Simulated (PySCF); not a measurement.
O3, SMILES `O=[O+][O-]`.

Computed with PySCF, TPSS/def2-TZVP, geometry: GFN2-xTB. This is a single-reference result, which may miss multireference character in this system. No frequency check shows the geometry to be a minimum.

Input

```python
import numpy as np
from pyscf import gto, scf, dft
from pyscf.scf import atom_ks, atom_hf
from scipy.linalg import block_diag

def solve(mol, dm0=None, hcore=None):
    mf = (dft.UKS if mol.spin else dft.RKS)(mol, xc='tpss')
    mf.grids.level = 3
    mf = mf.density_fit(auxbasis='def2-universal-jkfit')
    mf.conv_tol, mf.max_cycle = 1e-8, 80
    if hcore is not None:
        mf.get_hcore = lambda *args: hcore
    mf.kernel(dm0)
    if not mf.converged:
        mf = mf.newton().run(mf.mo_coeff, mf.mo_occ, max_cycle=30)
    assert mf.converged, 'SCF not converged'
    return mf

mol = gto.M(atom='''
O      1.07254    -0.20490     0.00000
O      0.00001     0.40980     0.00000
O     -1.07255    -0.20490     0.00000
''', basis='def2-tzvp', charge=0, spin=0, verbose=4)
mf = solve(mol)
out = dict(e0=mf.e_tot, dm0=mf.make_rdm1(), c=mf.mo_coeff, occ=mf.mo_occ, eps=mf.mo_energy)
for name, dq, spin in [('cation', 1, 1), ('anion', -1, 1)]:
    ion = mol.copy().set(charge=mol.charge + dq, spin=spin).build()
    mi = solve(ion)
    if spin and dq > 0 and mol.nao < 130:
        c, _, stable, _ = mi.stability(return_status=True)
        if not stable:
            mi = solve(ion, mi.make_rdm1(c, mi.mo_occ))
    print(name, 'vertical energy change / eV', (mi.e_tot - mf.e_tot) * 27.211386)
    out.update({'e_' + name: mi.e_tot, 'dm_' + name: mi.make_rdm1(), 's2_' + name: mi.spin_square()[0], 'eps_' + name: mi.mo_energy, 'occ_' + name: mi.mo_occ})
# spherically averaged free atoms, for the promolecule
atm = atom_ks.get_atm_nrks(mol, xc='tpss')
pro = block_diag(*[(atm[a[0]][2] * atm[a[0]][3]) @ atm[a[0]][2].T for a in mol._atom])
np.savez('result.npz', pro=pro, **out)
```

Launched as:

```sh
OMP_NUM_THREADS=1 python input.py
```

The run took 100 s on 1 thread of Arm Neoverse V1, with other jobs on the host, peak memory 0.37 GiB.

Partitions, critical points and surface values were worked out afterwards from this run's density.

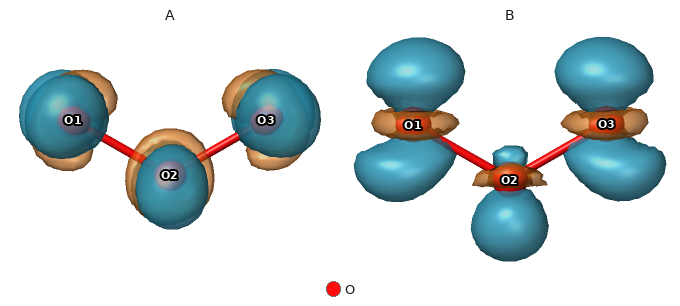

The two Fukui functions at ±0.08 e/Å³ (light blue positive, orange negative).

**Which panel is f⁻ (electron removed) and which f⁺ (electron added)?**

A is f⁺, B is f⁻. f⁻ (Hirshfeld-condensed) is largest on O1 and O3 (0.39 each) and O2 (0.22); the vertical ionisation energy is 12.32 eV. f⁺ (Hirshfeld-condensed) is largest on O1 and O3 (0.37 each) and O2 (0.26); the vertical electron affinity is 1.20 eV (the stability of the anion's solution wasn't checked; the anion's highest orbital has positive energy, so this value and f⁺ depend on the basis).

**What chemical potential and hardness follow from the two energies?**

μ = −(I + A)/2 = −6.76 eV and η = I − A = 11.12 eV.
